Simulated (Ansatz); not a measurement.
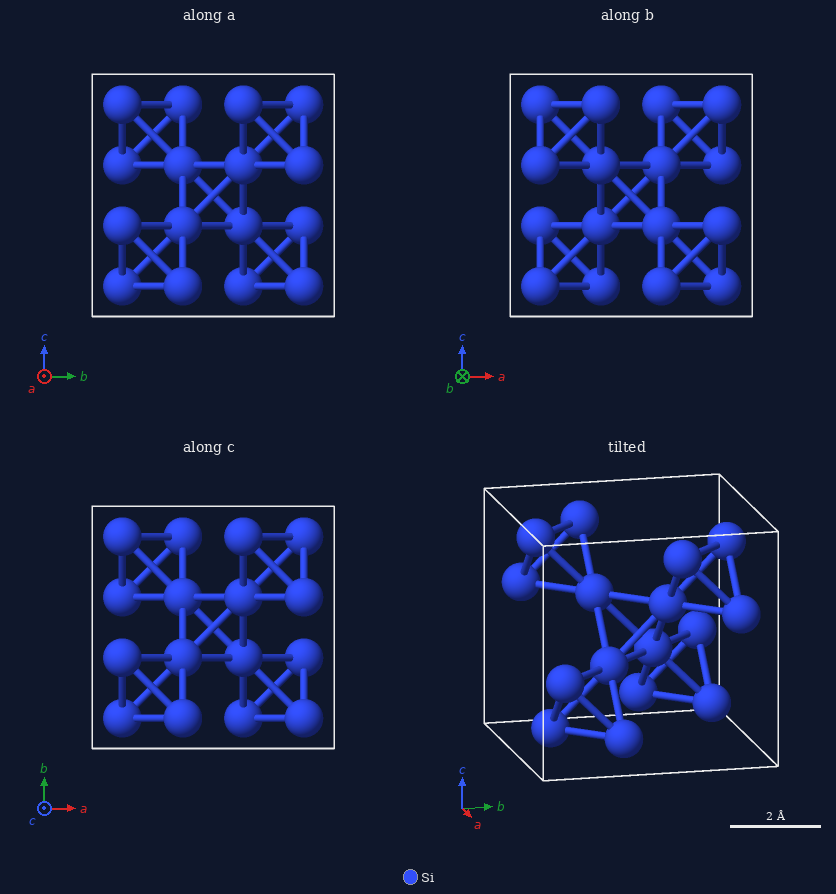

The crystal in a ball-and-stick representation, seen along the a axis, along the b axis, along the c axis and slightly off an axis. The frame is the conventional unit cell; atoms at its boundary are shown with their periodic copies.

Lattice parameters: a = 5.4212 Å, b = 5.4212 Å, c = 5.4212 Å, α = 90.000°, β = 90.000°, γ = 90.000°.

**Record the structure as a CIF with its space group and independent sites.**

```cif
data_structure
_symmetry_space_group_name_H-M 'F d -3 m :1'
_symmetry_Int_Tables_number 227
_cell_length_a 5.4212
_cell_length_b 5.4212
_cell_length_c 5.4212
_cell_angle_alpha 90.000
_cell_angle_beta 90.000
_cell_angle_gamma 90.000
_cell_volume 159.32
loop_
_atom_site_label
_atom_site_type_symbol
_atom_site_symmetry_multiplicity
_atom_site_Wyckoff_symbol
_atom_site_fract_x
_atom_site_fract_y
_atom_site_fract_z
_atom_site_occupancy
Si1 Si 16 d 0.1250 0.1250 0.6250 1
```

The geometry is that of a generated cell, made by putting these elements into a known structure type (the compound may or may not exist in this form), without relaxation. It was set up as input for a calculation with Ansatz.
